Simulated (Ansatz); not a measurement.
```cif
data_structure
_symmetry_space_group_name_H-M 'P 1'
_symmetry_Int_Tables_number 1
_cell_length_a 5.3011
_cell_length_b 5.3011
_cell_length_c 5.6329
_cell_angle_alpha 90.000
_cell_angle_beta 90.000
_cell_angle_gamma 120.000
_cell_volume 137.09
loop_
_atom_site_label
_atom_site_type_symbol
_atom_site_fract_x
_atom_site_fract_y
_atom_site_fract_z
_atom_site_occupancy
Ga1 Ga 0.66667 0.33333 0.00000 1
Ga2 Ga 0.50067 0.00135 0.50000 1
Ga3 Ga 0.99865 0.49933 0.50000 1
Ga4 Ga 0.50067 0.49933 0.50000 1
Sb1 Sb 0.33333 0.66667 0.00000 1
As1 As 0.00000 0.00000 0.00000 1
```

Space group P-6m2; a structure generated by program, which may or may not match a known phase.

Level of theory: Ansatz 0.2.0, DFT PBE, scalar-relativistic, plane waves, PAW.

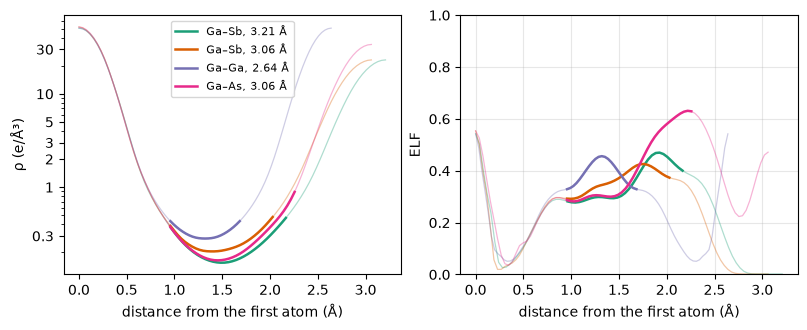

Ga₄SbAs. Valence pseudo-density and electron localisation function along straight lines between neighbouring atoms. Thin, pale parts lie inside the atomic spheres.

Core electrons are frozen (PAW), and the valence fields are smoothed inside the atomic spheres.

### What can be read from the curves?

Ga–Sb (3.21 Å): ρ is about 0.16 e/Å³ halfway; the ELF is about 0.35 at the midpoint (no shared electron pair shows on this line).
Ga–Sb (3.06 Å): the density is about 0.21 e/Å³ at the midpoint; the ELF is about 0.40 at the midpoint.
Ga–Ga (2.64 Å): ρ is about 0.28 e/Å³ halfway; the ELF is about 0.45 at the midpoint.
Ga–As (3.06 Å): the density is about 0.17 e/Å³ at the midpoint; the ELF is about 0.30 at the midpoint.
